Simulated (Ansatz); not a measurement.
**SnCl4: single points with varied inputs**

How do the results and run time of SnCl4 respond when the settings are drawn wide?

The runs use Ansatz 0.2.0, Gaussian basis; the settings change from run to run.

1 further run of the same task is left out (set aside as unsound or not needed).

## (1) The molecule

The geometry comes from an earlier relaxation with B3LYP-D4/def2-SVP; it is a stationary point. Sn takes a core potential in def2 sets; no spin-orbit term is included.

5 atoms, charge 0, spin multiplicity 1.

Atoms are counted from 1 here; the program's logs count them from 0.

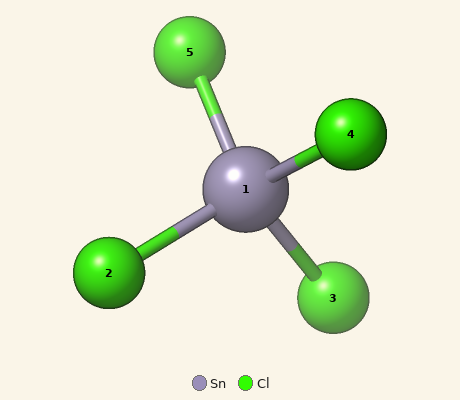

The geometry (tin purple, chlorine green); atoms are numbered from 1 in the order of the file.

## (2) BLYP/def2-mTZVP

Options: multiplicity 3, atoms shaken by 0.03 Å, a point charge of -1.00 e beside it, D4 dispersion.

in.yaml reads:

```yaml
crystal:
  periodic: [false, false, false]
  atoms:
    - {symbol: Sn, position_ang: [0.031317, 0.025455, 0.009866]}
    - {symbol: Cl, position_ang: [0.046114, -0.071962, 2.340335]}
    - {symbol: Cl, position_ang: [2.206537, 0.008934, -0.813000]}
    - {symbol: Cl, position_ang: [-1.110477, 1.905043, -0.717285]}
    - {symbol: Cl, position_ang: [-1.121830, -1.892026, -0.758486]}
basis:
  gaussian: {orbitals: def2-mTZVP, point_charges: [{charge: -1.00, position_ang: [6.773, -0.992, 0.509]}]}
magnetization: {spin_polarized: true, initial_magnetization: 2}
hamiltonian: {xc: {name: BLYP}, dispersion: d4}
scf: {omitted_lower_state_checks: [starts]}
output: {forces: true}
```

Command:

```
ansatz run in.yaml --threads 2 --pin off --events-out ev --progress --plain --max-ram 4352MiB
```

Output:

```text
Functional definition: BLYP
  name "BLYP"
  cite "Becke, Phys. Rev. A 38, 3098 (1988) doi:10.1103/PhysRevA.38.3098"
  cite "Lee, Yang & Parr, Phys. Rev. B 37, 785 (1988) doi:10.1103/PhysRevB.37.785"
  parameter beta = 0.0042
  parameter a = 0.04918
  parameter b = 0.132
  parameter c = 0.2533
  parameter d = 0.349
  exchange = b88_x(beta = beta)
  correlation = lyp_c(a = a, b = b, c = c, d = d)
these checks for a lower state are left out or cut short: starts
1293 factors; their error is unknown
mean field evaluation 1: about -55918.0805 eV, gradient 2.4e1 eV
mean field evaluation 2: about -55894.5052 eV, gradient 6.7e1 eV
mean field evaluation 4: about -55917.8299 eV, gradient 2.3e1 eV
mean field evaluation 8: about -55922.5837 eV, gradient 1.6e-1 eV
mean field evaluation 16: about -55922.5724 eV, gradient 1.0e-3 eV
mean field -55922.57241953 eV, -2055.1166307369 hartree, gradient 2.0e-6 eV, S^2 2.001586; 0 other end points of the search recorded, 0 dependent functions left out
the calculation of the forces begins
reference -55922.57280425 eV, -2055.1166448750 hartree; 46, 44 occupied and 78, 80 virtual orbitals, 1293 factors
Total energy: -55923.06818803 eV, -2055.1348498929 hartree
Atom 0 at     0.031317     0.025455     0.009866 Å, force    -0.119421    -0.389435    -0.030295 eV/Å
Atom 1 at     0.046114    -0.071962     2.340335 Å, force     0.038927    -0.145598     2.757599 eV/Å
Atom 2 at     2.206537     0.008934    -0.813000 Å, force     2.771588     0.039843    -1.000274 eV/Å
Atom 3 at    -1.110477     1.905043    -0.717285 Å, force    -1.424703     2.397865    -0.970353 eV/Å
Atom 4 at    -1.121830    -1.892026    -0.758486 Å, force    -1.205406    -1.916006    -0.743541 eV/Å
Dipole moment:     0.497964    -0.028732    -0.020740 e Å
Checks for a lower state left out: starts
```

Wall time 11 s (2 threads of Arm Neoverse V2, shared host).

Largest force 2.953 eV/Å, dipole 2.40 D, ⟨S²⟩ 2.002.

## (3) wB97M-V/def2-TZVPP

Options: coordinates scaled by 1.12.

in.yaml reads:

```yaml
crystal:
  periodic: [false, false, false]
  atoms:
    - {symbol: Sn, position_ang: [-0.000008, 0.000003, -0.000007]}
    - {symbol: Cl, position_ang: [0.011948, -0.019561, 2.614730]}
    - {symbol: Cl, position_ang: [2.461253, 0.012037, -0.882822]}
    - {symbol: Cl, position_ang: [-1.241286, 2.138645, -0.849947]}
    - {symbol: Cl, position_ang: [-1.231907, -2.131124, -0.881953]}
basis:
  gaussian: {orbitals: def2-TZVPP}
hamiltonian: {xc: {name: wB97M-V}}
output: {forces: true}
```

The command is unchanged.

Output, shortened:

```text
Functional definition: wB97M-V
  name "wB97M-V"
  cite "Mardirossian & Head-Gordon, J. Chem. Phys. 144, 214110 (2016) doi:10.1063/1.4952647"
  cite "Becke, J. Chem. Phys. 107, 8554 (1997) doi:10.1063/1.475007"
  cite "Vydrov & Van Voorhis, J. Chem. Phys. 133, 244103 (2010) doi:10.1063/1.3521275"
  # Of w^i u^j: cxij and so on, Table III.
[...]
  gx(w, u) = 1 - cx + cx01*u + cx10*w
  gss(w, u) = css00 + css04*u^4 + css10*w + css20*w^2 + css43*w^4*u^3
  gos(w, u) = cos00 + cos10*w + (cos20 + cos21*u)*w^2 + (cos60 + cos61*u)*w^6
[...]
      + integral(e_c_pw_mod_opposite_spin*gos(b97_w_opposite, b97_u_opposite)) + vv10(b, c)
1672 factors; their error is unknown
246 factors; integrals over basis functions are off by at most 4.6e-5 eV
[...]
mean field -55922.65482014 eV, -2055.1196589033 hartree, gradient 3.6e-5 eV, S^2 0.000000; 0 other end points of the search recorded, 0 dependent functions left out
[...]
reference -55922.65487022 eV, -2055.1196607437 hartree; 45, 45 occupied and 173, 173 virtual orbitals, 1672 factors
Total energy: -55922.65487022 eV, -2055.1196607437 hartree
Atom 0 at    -0.000008     0.000003    -0.000007 Å, force     0.000099    -0.000041     0.000093 eV/Å
Atom 1 at     0.011948    -0.019561     2.614730 Å, force    -0.013456     0.022025    -2.944216 eV/Å
Atom 2 at     2.461253     0.012037    -0.882822 Å, force    -2.771381    -0.013554     0.994059 eV/Å
Atom 3 at    -1.241286     2.138645    -0.849947 Å, force     1.397637    -2.408026     0.957005 eV/Å
Atom 4 at    -1.231907    -2.131124    -0.881953 Å, force     1.387100     2.399596     0.993059 eV/Å
Dipole moment:    -0.000037     0.000016    -0.000035 e Å
```

It took 17 s on 2 threads of Arm Neoverse V2, shared host; peak memory 0.96 GiB.

Largest force 2.944 eV/Å, dipole 0.00 D.

## (4) RPA/def2-mTZVP

This run has charge +1, multiplicity 2.

in.yaml reads:

```yaml
crystal:
  periodic: [false, false, false]
  atoms:
    - {symbol: Sn, position_ang: [-0.000007, 0.000003, -0.000007]}
    - {symbol: Cl, position_ang: [0.010668, -0.017466, 2.334580]}
    - {symbol: Cl, position_ang: [2.197548, 0.010747, -0.788234]}
    - {symbol: Cl, position_ang: [-1.108291, 1.909504, -0.758881]}
    - {symbol: Cl, position_ang: [-1.099917, -1.902789, -0.787458]}
basis:
  gaussian: {orbitals: def2-mTZVP}
total_charge: 1
magnetization: {spin_polarized: true, initial_magnetization: 1}
hamiltonian: {xc: {name: HF}}
correlation: {method: rpa}
```

Launched as before.

Output, shortened:

```text
Functional definition: HF
  name "HF"
  cite "Fock, Z. Phys. 61, 126 (1930) doi:10.1007/BF01340294"
  parent pbe
[...]
1170 factors; integrals over basis functions are off by at most 4.1e-4 eV
[...]
mean field -55814.38513493 eV, -2051.1408213598 hartree, gradient 1.8e-10 eV, S^2 0.758107; 23 other end points of the search recorded, 0 dependent functions left out
24 core orbitals not correlated: weight in the atoms' cores, before any rotation towards them, 1.000 or more for the frozen orbitals, at most 0.000 for the correlated occupied ones
reference -55814.38513493 eV, -2051.1408213598 hartree; 21, 20 occupied and 79, 80 virtual orbitals, 1170 factors
Total energy: -55834.56314954 eV, -2051.8823497195 hartree
```

Wall time 3 min (2 threads of Arm Neoverse V2, shared host); peak memory 0.66 GiB.

⟨S²⟩ 0.758.

## (5) wPBEh/def2-SVP

This run has charge +1, multiplicity 2, atoms shaken by 0.08 Å.

in.yaml reads:

```yaml
crystal:
  periodic: [false, false, false]
  atoms:
    - {symbol: Sn, position_ang: [-0.077464, 0.027658, -0.105643]}
    - {symbol: Cl, position_ang: [0.120681, -0.148629, 2.399293]}
    - {symbol: Cl, position_ang: [2.124184, -0.002525, -0.672748]}
    - {symbol: Cl, position_ang: [-1.071462, 1.975795, -0.631158]}
    - {symbol: Cl, position_ang: [-1.017987, -1.925961, -0.819974]}
basis:
  gaussian: {orbitals: def2-SVP}
total_charge: 1
magnetization: {spin_polarized: true, initial_magnetization: 1}
hamiltonian: {xc: {name: wPBEh}}
scf: {omitted_lower_state_checks: [starts]}
output: {forces: true}
```

Same command.

Output, shortened:

```text
Functional definition: wPBEh
  name "wPBEh"
  cite "Heyd, Scuseria & Ernzerhof, J. Chem. Phys. 118, 8207 (2003) doi:10.1063/1.1564060"
  cite "Krukau, Vydrov, Izmaylov & Scuseria, J. Chem. Phys. 125, 224106 (2006) doi:10.1063/1.2404663"
  cite "Heyd & Scuseria, J. Chem. Phys. 120, 7274 (2004) doi:10.1063/1.1668634"
  cite "Ernzerhof & Perdew, J. Chem. Phys. 109, 3313 (1998) doi:10.1063/1.476928"
  cite "Perdew, Burke & Ernzerhof, Phys. Rev. Lett. 77, 3865 (1996) doi:10.1103/PhysRevLett.77.3865"
  parent pbe
[...]
974 factors; integrals over basis functions are off by at most 3.3e-4 eV
76 factors; integrals over basis functions are off by at most 2.2e-7 eV
[...]
mean field -55885.24779006 eV, -2053.7449759034 hartree, gradient 4.0e-7 eV, S^2 0.754262; 0 other end points of the search recorded, 0 dependent functions left out
[...]
reference -55885.24782419 eV, -2053.7449771574 hartree; 45, 44 occupied and 53, 54 virtual orbitals, 974 factors
Total energy: -55885.24782419 eV, -2053.7449771574 hartree
Atom 0 at    -0.077464     0.027658    -0.105643 Å, force    -0.576792    -0.358653     0.130485 eV/Å
Atom 1 at     0.120681    -0.148629     2.399293 Å, force     0.110604     0.011967    -0.348106 eV/Å
Atom 2 at     2.124184    -0.002525    -0.672748 Å, force     0.966064     0.012466     0.095717 eV/Å
Atom 3 at    -1.071462     1.975795    -0.631158 Å, force    -0.317251     0.474965     0.013717 eV/Å
Atom 4 at    -1.017987    -1.925961    -0.819974 Å, force    -0.182626    -0.140745     0.108187 eV/Å
Dipole moment:     0.088499    -0.022927     0.406423 e Å
Checks for a lower state left out: starts
```

Run time: 15 s. Hardware: 2 threads of Arm Neoverse V2, shared host.

Largest force 0.971 eV/Å, ⟨S²⟩ 0.754.

## (6) wB97/def2-mTZVPP

in.yaml reads:

```yaml
crystal:
  periodic: [false, false, false]
  atoms:
    - {symbol: Sn, position_ang: [-0.000007, 0.000003, -0.000007]}
    - {symbol: Cl, position_ang: [0.010668, -0.017466, 2.334580]}
    - {symbol: Cl, position_ang: [2.197548, 0.010747, -0.788234]}
    - {symbol: Cl, position_ang: [-1.108291, 1.909504, -0.758881]}
    - {symbol: Cl, position_ang: [-1.099917, -1.902789, -0.787458]}
basis:
  gaussian: {orbitals: def2-mTZVPP}
hamiltonian: {xc: {name: wB97}}
scf: {omitted_lower_state_checks: [starts]}
output: {forces: true}
```

The command is unchanged.

Output, shortened:

```text
Functional definition: wB97
  name "wB97"
  cite "Chai & Head-Gordon, J. Chem. Phys. 128, 084106 (2008) doi:10.1063/1.2834918"
  cite "Becke, J. Chem. Phys. 107, 8554 (1997) doi:10.1063/1.475007"
[...]
  # The coefficients of nought are those of the uniform gas.
[...]
      + integral(e_c_pw_opposite_spin*poly(b97_u_opposite, 1, cos1, cos2, cos3, cos4))
[...]
1425 factors; their error is unknown
459 factors; integrals over basis functions are off by at most 1.1e-5 eV
[...]
mean field -55928.80474462 eV, -2055.3456644594 hartree, gradient 7.0e-6 eV, S^2 0.000000; 0 other end points of the search recorded, 0 dependent functions left out
[...]
reference -55928.80473438 eV, -2055.3456640830 hartree; 45, 45 occupied and 99, 99 virtual orbitals, 1425 factors
Total energy: -55928.80473438 eV, -2055.3456640830 hartree
Atom 0 at    -0.000007     0.000003    -0.000007 Å, force     0.000556    -0.000257     0.000518 eV/Å
Atom 1 at     0.010668    -0.017466     2.334580 Å, force    -0.003802     0.006243    -0.835483 eV/Å
Atom 2 at     2.197548     0.010747    -0.788234 Å, force    -0.786306    -0.003854     0.282058 eV/Å
Atom 3 at    -1.108291     1.909504    -0.758881 Å, force     0.396190    -0.682587     0.271287 eV/Å
Atom 4 at    -1.099917    -1.902789    -0.787458 Å, force     0.393361     0.680454     0.281620 eV/Å
Dipole moment:    -0.000042     0.000019    -0.000040 e Å
Checks for a lower state left out: starts
```

Wall time 7.5 s (2 threads of Arm Neoverse V2, shared host).

Largest force 0.836 eV/Å, dipole 0.00 D.

## (7) B3LYP5/def2-TZVP

Set apart from the defaults: the search for lower states set to off.

Changes to in.yaml since step 6:

```diff
@@ -9,5 +9,5 @@
 basis:
-  gaussian: {orbitals: def2-mTZVPP}
-hamiltonian: {xc: {name: wB97}}
-scf: {omitted_lower_state_checks: [starts]}
+  gaussian: {orbitals: def2-TZVP}
+hamiltonian: {xc: {name: B3LYP5}}
+scf: {lower_state_search: off}
 output: {forces: true}
```

Same command.

Output, shortened:

```text
Functional definition: B3LYP5
  name "B3LYP5"
  cite "Stephens, Devlin, Chabalowski & Frisch, J. Phys. Chem. 98, 11623 (1994) doi:10.1021/j100096a001"
  cite "Becke, Phys. Rev. A 38, 3098 (1988) doi:10.1103/PhysRevA.38.3098"
  cite "Lee, Yang & Parr, Phys. Rev. B 37, 785 (1988) doi:10.1103/PhysRevB.37.785"
  cite "Vosko, Wilk & Nusair, Can. J. Phys. 58, 1200 (1980) doi:10.1139/p80-159"
[...]
1484 factors; their error is unknown
[...]
mean field -55922.66458575 eV, -2055.1200177827 hartree, gradient 6.0e-6 eV, S^2 0.000000; 0 other end points of the search recorded, 0 dependent functions left out
[...]
reference -55922.66487629 eV, -2055.1200284599 hartree; 45, 45 occupied and 153, 153 virtual orbitals, 1484 factors
Total energy: -55922.66487629 eV, -2055.1200284599 hartree
Atom 0 at    -0.000007     0.000003    -0.000007 Å, force     0.000552    -0.000256     0.000514 eV/Å
Atom 1 at     0.010668    -0.017466     2.334580 Å, force    -0.001390     0.002292    -0.307325 eV/Å
Atom 2 at     2.197548     0.010747    -0.788234 Å, force    -0.289151    -0.001422     0.103733 eV/Å
Atom 3 at    -1.108291     1.909504    -0.758881 Å, force     0.145462    -0.250602     0.099606 eV/Å
Atom 4 at    -1.099917    -1.902789    -0.787458 Å, force     0.144526     0.249987     0.103472 eV/Å
Dipole moment:    -0.000040     0.000018    -0.000038 e Å
Checks for a lower state left out: stability, starts, cluster_reference, orbital_swaps, neighbouring_geometries, increment
```

Run time: 4.5 s. Hardware: 2 threads of Arm Neoverse V2, shared host; peak memory 0.62 GiB.

Largest force 0.307 eV/Å, dipole 0.00 D.

## (8) PBE/def2-mTZVPP

Set apart from the defaults: multiplicity 3, a grid of angular degree 23, the search for lower states set to full.

Changes to in.yaml since step 7:

```diff
@@ -9,5 +9,6 @@
 basis:
-  gaussian: {orbitals: def2-TZVP}
-hamiltonian: {xc: {name: B3LYP5}}
-scf: {lower_state_search: off}
+  gaussian: {orbitals: def2-mTZVPP, final_grid: {core_spheres: 8, valence_spheres: 7, degree: 23}}
+magnetization: {spin_polarized: true, initial_magnetization: 2}
+hamiltonian: {xc: {name: PBE}}
+scf: {lower_state_search: full}
 output: {forces: true}
```

Launched as before.

Output, shortened:

```text
Functional definition: PBE
  name "PBE"
  cite "Perdew, Burke & Ernzerhof, Phys. Rev. Lett. 77, 3865 (1996) doi:10.1103/PhysRevLett.77.3865"
  parent pbe
[...]
1425 factors; their error is unknown
[...]
mean field -55903.85385155 eV, -2054.4287360512 hartree, gradient 2.5e-6 eV, S^2 2.001350; 16 other end points of the search recorded, 0 dependent functions left out
[...]
reference -55903.85390664 eV, -2054.4287380757 hartree; 46, 44 occupied and 98, 100 virtual orbitals, 1425 factors
Total energy: -55903.85390664 eV, -2054.4287380757 hartree
Atom 0 at    -0.000007     0.000003    -0.000007 Å, force     0.000447    -0.000213     0.000420 eV/Å
Atom 1 at     0.010668    -0.017466     2.334580 Å, force     0.044878     0.040821     2.419648 eV/Å
Atom 2 at     2.197548     0.010747    -0.788234 Å, force     2.289039    -0.047903    -0.785380 eV/Å
Atom 3 at    -1.108291     1.909504    -0.758881 Å, force    -1.205281     1.959389    -0.754522 eV/Å
Atom 4 at    -1.099917    -1.902789    -0.787458 Å, force    -1.129083    -1.952094    -0.880166 eV/Å
Dipole moment:     0.000002    -0.000000     0.000001 e Å
```

Run time: 46 s. Hardware: 2 threads of Arm Neoverse V2, shared host.

Largest force 2.421 eV/Å, dipole 0.00 D, ⟨S²⟩ 2.001.

## (9) RPBE/def2-TZVPP

Set apart from the defaults: charge -1, multiplicity 2, a point charge of 1.00 e beside it.

in.yaml reads:

```yaml
crystal:
  periodic: [false, false, false]
  atoms:
    - {symbol: Sn, position_ang: [-0.000007, 0.000003, -0.000007]}
    - {symbol: Cl, position_ang: [0.010668, -0.017466, 2.334580]}
    - {symbol: Cl, position_ang: [2.197548, 0.010747, -0.788234]}
    - {symbol: Cl, position_ang: [-1.108291, 1.909504, -0.758881]}
    - {symbol: Cl, position_ang: [-1.099917, -1.902789, -0.787458]}
basis:
  gaussian: {orbitals: def2-TZVPP, point_charges: [{charge: 1.00, position_ang: [6.074, 0.924, 0.960]}]}
total_charge: -1
magnetization: {spin_polarized: true, initial_magnetization: 1}
hamiltonian: {xc: {name: RPBE}}
scf: {omitted_lower_state_checks: [starts]}
```

Launched as before.

Output, shortened:

```text
Functional definition: RPBE
  name "RPBE"
  cite "Hammer, Hansen & Nørskov, Phys. Rev. B 59, 7413 (1999) doi:10.1103/PhysRevB.59.7413"
  cite "Perdew, Burke & Ernzerhof, Phys. Rev. Lett. 77, 3865 (1996) doi:10.1103/PhysRevLett.77.3865"
[...]
1564 factors; their error is unknown
[...]
mean field -55929.48904227 eV, -2055.3708119341 hartree, gradient 9.0e-6 eV, S^2 0.750911; 0 other end points of the search recorded, 0 dependent functions left out
reference -55929.48908550 eV, -2055.3708135227 hartree; 46, 45 occupied and 172, 173 virtual orbitals, 1564 factors
Total energy: -55929.48908550 eV, -2055.3708135227 hartree
Checks for a lower state left out: starts
```

Run time: 5.5 s. Hardware: 2 threads of Arm Neoverse V2, shared host.

⟨S²⟩ 0.751.

## (10) r2SCAN/def2-SVP

Set apart from the defaults: rVV10 dispersion, high accuracy, the search for lower states set to off.

in.yaml reads:

```yaml
crystal:
  periodic: [false, false, false]
  atoms:
    - {symbol: Sn, position_ang: [-0.000007, 0.000003, -0.000007]}
    - {symbol: Cl, position_ang: [0.010668, -0.017466, 2.334580]}
    - {symbol: Cl, position_ang: [2.197548, 0.010747, -0.788234]}
    - {symbol: Cl, position_ang: [-1.108291, 1.909504, -0.758881]}
    - {symbol: Cl, position_ang: [-1.099917, -1.902789, -0.787458]}
basis:
  gaussian: {orbitals: def2-SVP}
hamiltonian: {xc: {name: r2SCAN}, dispersion: rvv10}
accuracy: high
scf: {lower_state_search: off}
```

The command is unchanged.

Output, shortened:

```text
Functional definition: r2SCAN+rVV10
  name "r2SCAN+rVV10"
  cite "Furness, Kaplan, Ning, Perdew & Sun, J. Phys. Chem. Lett. 11, 8208 (2020) doi:10.1021/acs.jpclett.0c02405"
  cite "Furness, Kaplan, Ning, Perdew & Sun, J. Phys. Chem. Lett. 11, 9248 (2020) doi:10.1021/acs.jpclett.0c03077"
  cite "Vydrov & Van Voorhis, J. Chem. Phys. 133, 244103 (2010) doi:10.1063/1.3521275"
  cite "Sabatini, Gorni & de Gironcoli, Phys. Rev. B 87, 041108(R) (2013) doi:10.1103/PhysRevB.87.041108"
  cite "Ning et al., Phys. Rev. B 106, 075422 (2022) doi:10.1103/PhysRevB.106.075422"
  parent "r2scan"
[...]
1986 factors; integrals over basis functions are off by at most 3.5e-9 eV
[...]
mean field -55906.48744994 eV, -2054.5255190069 hartree, gradient 3.2e-8 eV, S^2 0.000000; 0 other end points of the search recorded, 0 dependent functions left out
reference -55906.48745069 eV, -2054.5255190347 hartree; 45, 45 occupied and 53, 53 virtual orbitals, 1986 factors
Total energy: -55906.48745069 eV, -2054.5255190347 hartree
Checks for a lower state left out: stability, starts, cluster_reference, orbital_swaps, neighbouring_geometries, increment
```

Wall time 16 s (2 threads of Arm Neoverse V2, shared host).

## (11) HSE06/def2-TZVPP

Options: atoms shaken by 0.15 Å, a point charge of -1.00 e beside it, D3(BJ) with three-body dispersion.

in.yaml reads:

```yaml
crystal:
  periodic: [false, false, false]
  atoms:
    - {symbol: Sn, position_ang: [0.163945, 0.043901, 0.109072]}
    - {symbol: Cl, position_ang: [-0.242846, -0.284261, 2.376825]}
    - {symbol: Cl, position_ang: [2.361966, 0.169305, -0.916435]}
    - {symbol: Cl, position_ang: [-1.146857, 1.859801, -0.502686]}
    - {symbol: Cl, position_ang: [-0.974215, -2.077862, -1.135299]}
basis:
  gaussian: {orbitals: def2-TZVPP, point_charges: [{charge: -1.00, position_ang: [7.202, -0.953, 0.914]}]}
hamiltonian: {xc: {name: HSE06}, dispersion: d3bjatm}
scf: {omitted_lower_state_checks: [starts]}
```

Launched as before.

Output, shortened:

```text
Functional definition: HSE06
  name "HSE06"
  cite "Heyd, Scuseria & Ernzerhof, J. Chem. Phys. 118, 8207 (2003) doi:10.1063/1.1564060"
  cite "Krukau, Vydrov, Izmaylov & Scuseria, J. Chem. Phys. 125, 224106 (2006) doi:10.1063/1.2404663"
  cite "Heyd & Scuseria, J. Chem. Phys. 120, 7274 (2004) doi:10.1063/1.1668634"
  cite "Ernzerhof & Perdew, J. Chem. Phys. 109, 3313 (1998) doi:10.1063/1.476928"
  cite "Perdew, Burke & Ernzerhof, Phys. Rev. Lett. 77, 3865 (1996) doi:10.1103/PhysRevLett.77.3865"
  parent pbe
[...]
  # The whole range is PBE's own exchange, as in plane waves. The composition of these papers is wPBEh.
[...]
1761 factors; their error is unknown
80 factors; integrals over basis functions are off by at most 4.6e-7 eV
[...]
mean field -55910.62950010 eV, -2054.6777365429 hartree, gradient 5.2e-5 eV, S^2 0.000000; 0 other end points of the search recorded, 0 dependent functions left out
reference -55910.62954451 eV, -2054.6777381750 hartree; 45, 45 occupied and 173, 173 virtual orbitals, 1761 factors
Total energy: -55910.82043688 eV, -2054.6847533402 hartree
Checks for a lower state left out: starts
```

It took 4.9 s on 2 threads of Arm Neoverse V2, shared host; peak memory 0.68 GiB.

## (12) The runs in one table

```tsv
level	charge	multiplicity	geometry	functions	energy (eV)	time
BLYP/def2-mTZVP	0	3	shaken, point charge	124	-55923.068	11 s
wB97M-V/def2-TZVPP	0	1	scaled	218	-55922.655	17 s
RPA/def2-mTZVP	1	2	relaxed	124	-55834.563	3 min
wPBEh/def2-SVP	1	2	shaken	98	-55885.248	15 s
wB97/def2-mTZVPP	0	1	relaxed	144	-55928.805	7.5 s
B3LYP5/def2-TZVP	0	1	relaxed	198	-55922.665	4.5 s
PBE/def2-mTZVPP	0	3	relaxed	144	-55903.854	46 s
RPBE/def2-TZVPP	-1	2	relaxed, point charge	218	-55929.489	5.5 s
r2SCAN/def2-SVP	0	1	relaxed	98	-55906.487	16 s
HSE06/def2-TZVPP	0	1	shaken, point charge	218	-55910.820	4.9 s
```

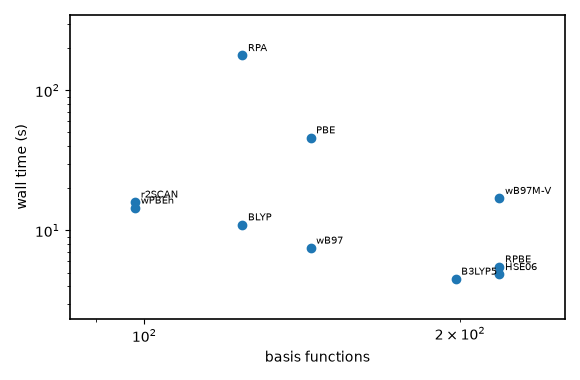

Wall time against the number of basis functions (shared host).

## (13) Results

```
                                         quantity                    value
                                             runs                       10
                                         quickest  B3LYP5/def2-TZVP, 4.5 s
                                          slowest    RPA/def2-mTZVP, 3 min
spread of total energies, same state and geometry                  22.3 eV
                  dipole, same state and geometry           0.00 to 0.00 D
```

Run time spans a factor of 39, from B3LYP5/def2-TZVP to RPA/def2-mTZVP. The jobs differ in tasks and options as well as level. The totals spread over 22 eV; they can't be compared across methods or bases. At the B3LYP-D4/def2-SVP geometry and in the same state, runs without warnings or point charges leave forces up to 0.84 eV/Å (wB97/def2-mTZVPP), against 2.9 eV/Å where the atoms were moved.
